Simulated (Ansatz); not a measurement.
```
Cd Hg Se
1.0
     4.41057    0.00000    0.00000
     0.00000    4.41057    0.00000
     0.00000    0.00000   31.14530
Cd Hg Se
4 6 10
Direct
  0.50000 0.50000 0.20070
  0.00000 0.00000 0.70070
  0.00000 0.00000 0.29930
  0.50000 0.50000 0.79930
  0.50000 0.50000 0.39905
  0.00000 0.00000 0.89905
  0.50000 0.50000 0.00000
  0.00000 0.00000 0.50000
  0.00000 0.00000 0.10095
  0.50000 0.50000 0.60095
  0.00000 0.50000 0.05047
  0.50000 0.00000 0.55047
  0.50000 0.00000 0.15149
  0.00000 0.50000 0.65149
  0.00000 0.50000 0.25000
  0.50000 0.00000 0.75000
  0.50000 0.00000 0.34851
  0.00000 0.50000 0.84851
  0.00000 0.50000 0.44953
  0.50000 0.00000 0.94953
```

Space group I-4m2; a structure generated by program, which may or may not match a known phase; computed pressure about −4 GPa in this cell.

These are results of DFT LDA, scalar-relativistic, plane waves, PAW (Ansatz), not measurements.

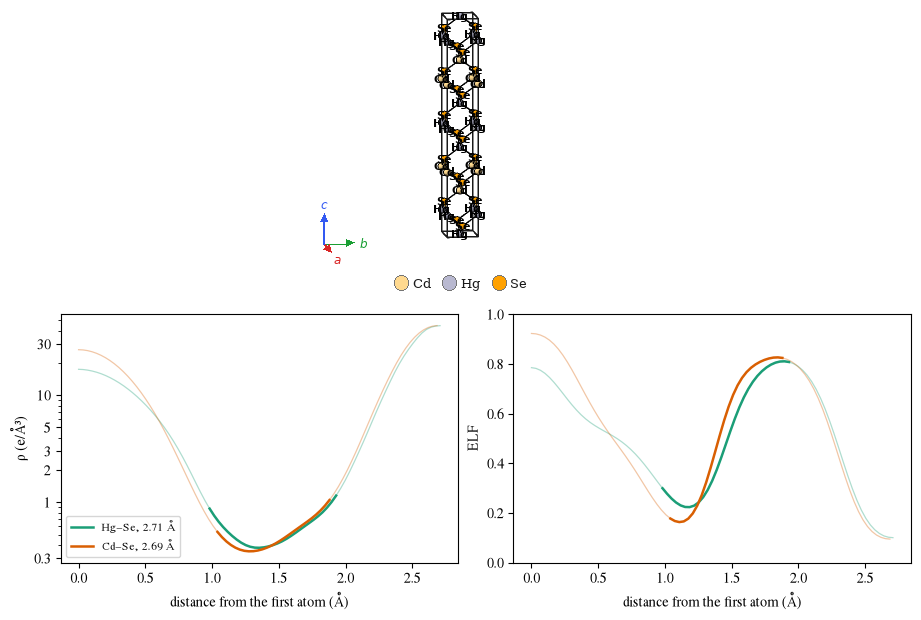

Cd₂Hg₃Se₅. Valence charge density (pseudo) and electron localisation function along straight lines between neighbouring atoms. Thin, pale parts lie inside the atomic spheres. The structure is drawn too.

Core electrons are frozen (PAW), and the valence fields are smoothed inside the atomic spheres.

Q: Compare the contacts.

A: Hg–Se (2.71 Å): ρ is about 0.38 e/Å³ halfway; the ELF is about 0.35 at the midpoint and 0.20 at its lowest between the atoms.
Cd–Se (2.69 Å): ρ is about 0.35 e/Å³ halfway; the ELF is about 0.40 at the midpoint and 0.15 at its lowest between the atoms.
